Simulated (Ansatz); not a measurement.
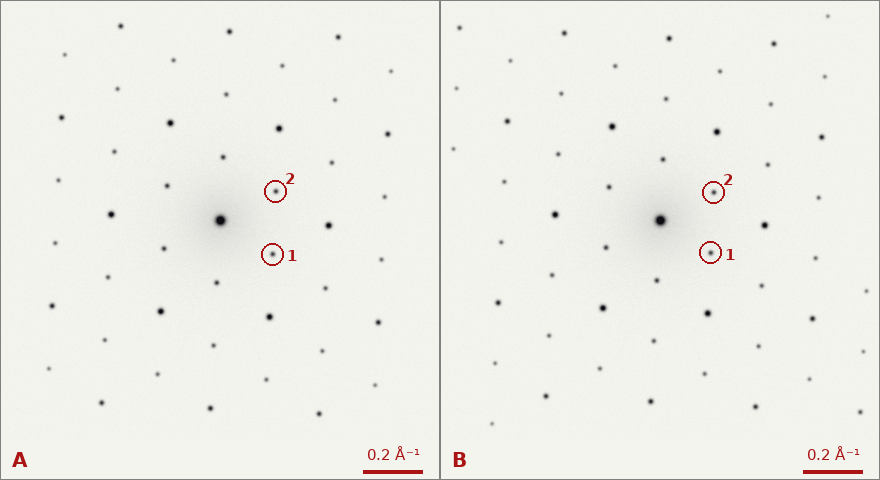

Kinematic electron diffraction patterns (200 kV, B = 0.5 Å², same scale) along [001] of the run's own cell, for the start and the end of one relaxation of BeTl2 with Ansatz, DFT PBE, scalar-relativistic, plane waves, PAW. k mesh 12×12×16. The start is a generated model structure, and the relaxation ends in the nearest stationary point of its symmetry, not necessarily the ground state. Spot 1 is -1 0 0 and spot 2 is 0 -1 0 in both.

Start structure:

```yaml
crystal:
  lattice:
    - [5.58920, 0.00000, 0.00000]
    - [-2.79460, 4.84039, 0.00000]
    - [0.00000, 0.00000, 2.89250]
  atoms:
    - { symbol: Be, position: [0.00000, 0.00000, 0.00000] }
    - { symbol: Tl, position: [0.33333, 0.66667, 0.50000] }
    - { symbol: Tl, position: [0.66667, 0.33333, 0.50000] }
```

Question: Which pattern belongs to the start structure, and which to the relaxed one?

Answer: B is the start: its cell gives d(1) = 4.840 Å, d(2) = 4.840 Å and an angle of 60.0°. A is the relaxed structure, with d(1) = 4.665 Å (-3.6 %), d(2) = 4.665 Å (-3.6 %) and 60.0°.

Question: Summarise the relaxation behind the change.

Answer: The volume changed by -1.5 % to 25.70 Å³ an atom; the fractional coordinates hardly changed; the space group stayed P6/mmm (No. 191); the free energy fell by 22 meV an atom. Relaxed cell: a = 5.386 Å, b = 5.386 Å, c = 3.069 Å, α = 90.00°, β = 90.00°, γ = 120.00°.
